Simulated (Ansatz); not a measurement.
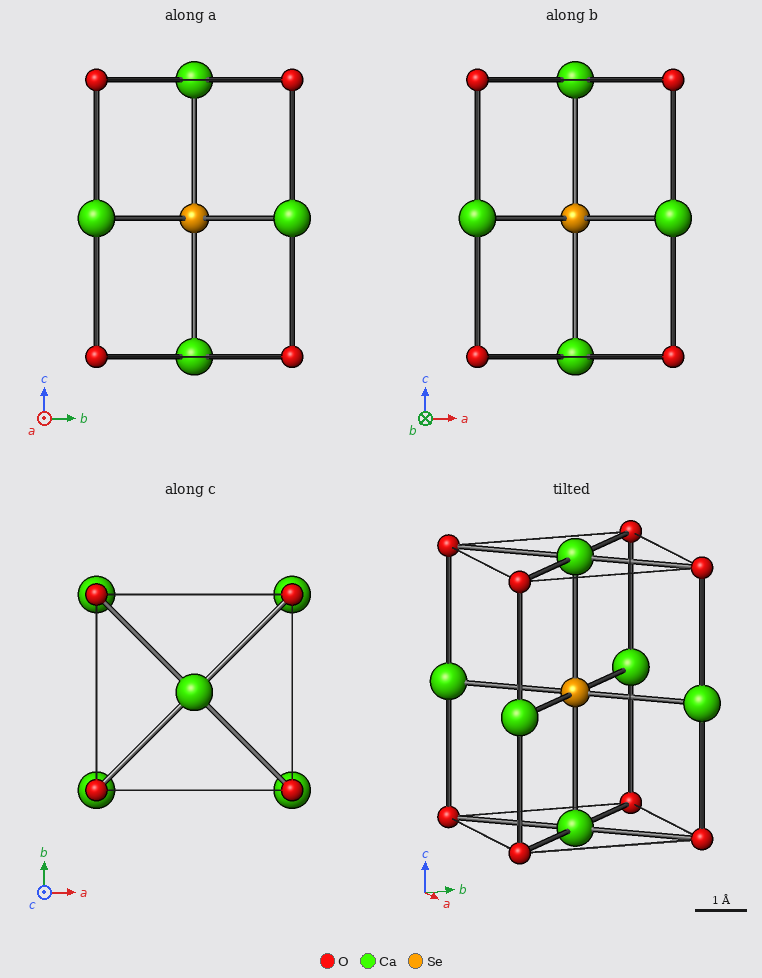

The image is a ball-and-stick drawing of a crystal, viewed along the a axis, along the b axis, along the c axis and slightly off an axis. The parallelepiped is the conventional unit cell.

Lattice parameters: a = 3.8829 Å, b = 3.8829 Å, c = 5.4945 Å, α = 90.000°, β = 90.000°, γ = 90.000°.

Transcribe the picture into a CIF in P1 with every atom of the cell.

Answer.
```cif
data_structure
_symmetry_space_group_name_H-M 'P 1'
_symmetry_Int_Tables_number 1
_cell_length_a 3.8829
_cell_length_b 3.8829
_cell_length_c 5.4945
_cell_angle_alpha 90.000
_cell_angle_beta 90.000
_cell_angle_gamma 90.000
_cell_volume 82.84
loop_
_atom_site_label
_atom_site_type_symbol
_atom_site_fract_x
_atom_site_fract_y
_atom_site_fract_z
_atom_site_occupancy
O1 O 0.0000 0.0000 0.0000 1
Ca1 Ca 0.0000 0.0000 0.5000 1
Se1 Se 0.5000 0.5000 0.5000 1
Ca2 Ca 0.5000 0.5000 0.0000 1
```

Its origin is a structure type filled with these elements by a generator (whether the compound takes this form wasn't checked). Earlier steps of the study may have refined or changed the cell and positions. Ansatz was used for an electronic-structure calculation on it.
